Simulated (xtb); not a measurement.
## Geometry relaxation of SiSbH3Cl (part 3 of 3)

Continued. System: SiSbH3Cl, multiplicity 2, SMILES [SiH3][Sb][Cl]. Method: GFN1-xTB (xtb 6.7.1). 

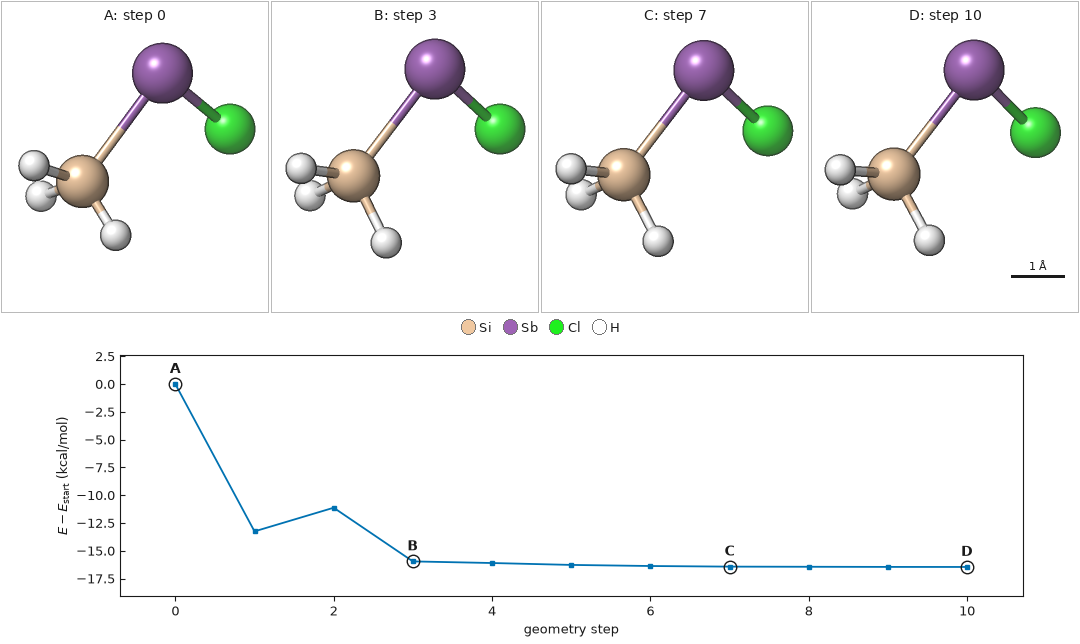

**Figure 1.** Frames of the relaxation (ball-and-stick view, seen at a tilt) above the curves, on which the letters mark them (steps are counted from 0).

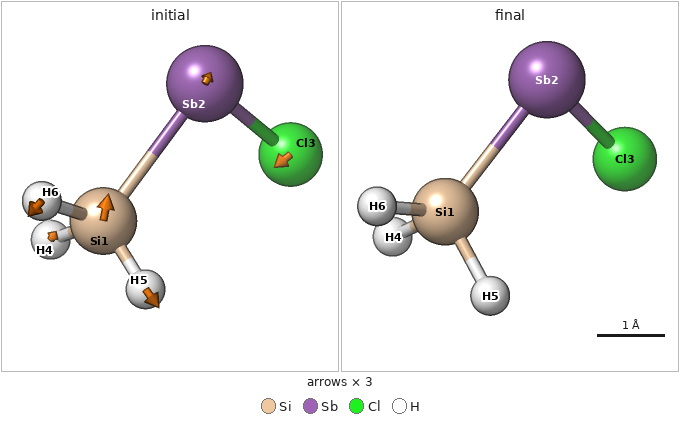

**Figure 2.** Before (left) and after (right) the relaxation, at one scale (ball-and-stick view, seen at a tilt). The orange arrows give the displacements, magnified 3 times. Si1 moves most after the best rigid fit: 0.14 Å. Largest moves by element: Si 0.14 Å, H 0.12 Å, Cl 0.11 Å, Sb 0.07 Å. Distances before and after: Si1–H5 1.241 → 1.466 Å, Si1–Sb2 2.577 → 2.519 Å, Sb2–Cl3 2.389 → 2.359 Å. Among the angles that change: Sb2–Si1–H6 106.7° → 117.7°, H4–Si1–H5 108.2° → 101.4°, H4–Si1–H6 108.1° → 102.2°. The energy falls by 16.4 kcal/mol in 10 geometry steps. (Atoms are counted from 1 in the order of the input.)

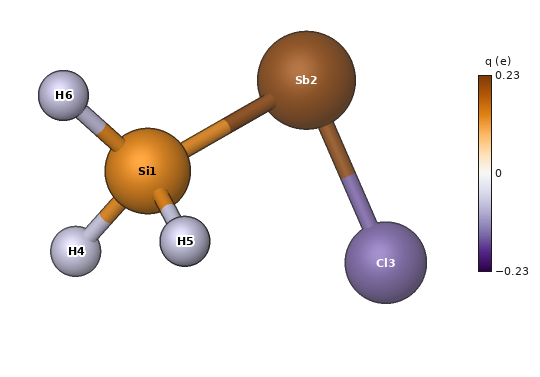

**Figure 3.** Mulliken charges, as the colour of each atom (ball-and-stick view, seen at a tilt; atoms are numbered from 1 in the order of the input). By element: Si +0.14, Sb +0.22, Cl −0.15 and H −0.07 e.

This output came from the following input.

Input file (input.xyz)
```
6

Si    -0.67475300     0.33850400    -0.09670200
Sb     1.68906700     0.03303400     0.88306800
Cl     1.53754700    -2.34775600     0.74685800
H     -0.77965300    -0.13342600    -1.47588200
H     -1.54875000    -0.23072000     0.57649000
H     -0.95284300     1.77407400    -0.08599200
```

File .CHRG
```
0
```

File .UHF
```
1
```

Command:
```bash
xtb input.xyz --opt lax --molden --gfn 1 | tee run.log
```

Results in brief

- outcome: converged
- electrons treated: 19
- total energy: −10.246013 hartree
- dispersion energy: −0.002325 hartree
- basis functions: 36
- dipole moment: 4.64 D
- hardware: 1 thread of AMD EPYC (Zen 3), 192 GiB of memory available, shared host
- peak memory: 0.069 GiB
